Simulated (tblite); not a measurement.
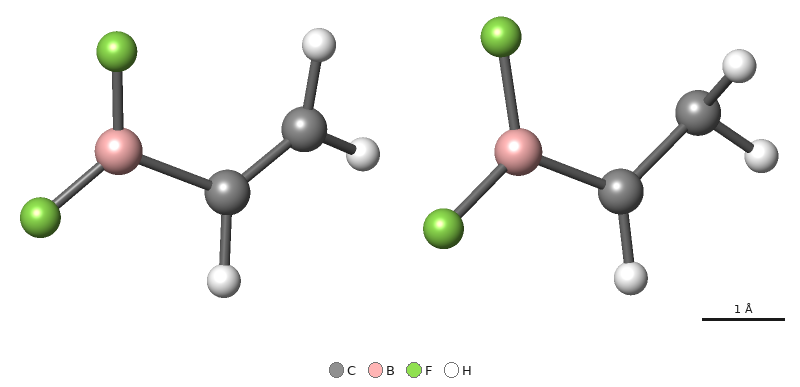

Two geometries of C2H3BF2 (charge +1, multiplicity 2), drawn at one scale. One is the start of a relaxation, the other its converged end. A ball-and-stick model, seen at a tilt.

Theory: tblite 0.8.0, GFN2-xTB geometry optimisation, gas phase. 

**Which geometry has the lower energy?**

The left one is the relaxed one. The energy falls by 195.7 kJ/mol in 60 geometry steps. The largest move after the best rigid fit is that of an H atom, 0.48 Å. Largest moves by element: H 0.48 Å, F 0.35 Å, C 0.29 Å, B 0.03 Å. Among the contacts that change: C–C 1.476 → 1.301 Å, B–F 1.444 → 1.287 Å, B–F 1.427 → 1.281 Å, B–C 1.575 → 1.636 Å. Among the angles between lasting bonds that change: C–C–H 110.4° → 126.6°, C–C–H 110.4° → 123.1°, B–C–H 118.1° → 108.6°.
